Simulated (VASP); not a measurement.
Band structure of K2Se (space group Fm-3m). These are LDA (Ceperley-Alder, Perdew-Zunger), VASP's LDA PAW potentials (set 64) (plane waves; VASP 6.6.1) values and carry that method's errors.

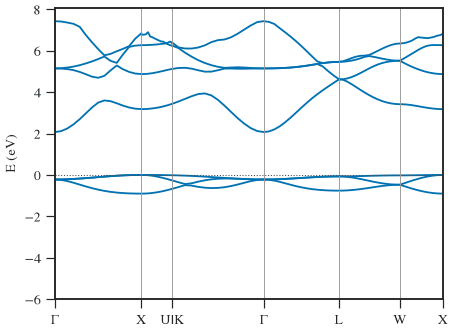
*Bands along high-symmetry lines, zero at the valence-band maximum or, without a gap, the Fermi level*

Read the plot: is there a gap, and where are the band edges?

The gap is indirect, 2.07 eV, from the valence maximum at X to the conduction minimum at Γ. (Edges off the drawn lines would not show.)

The structure comes from a computed database's K2Se entry (Fm-3m); how it stands against other phases isn't given here. It was relaxed first, which changed the volume by -8 %.
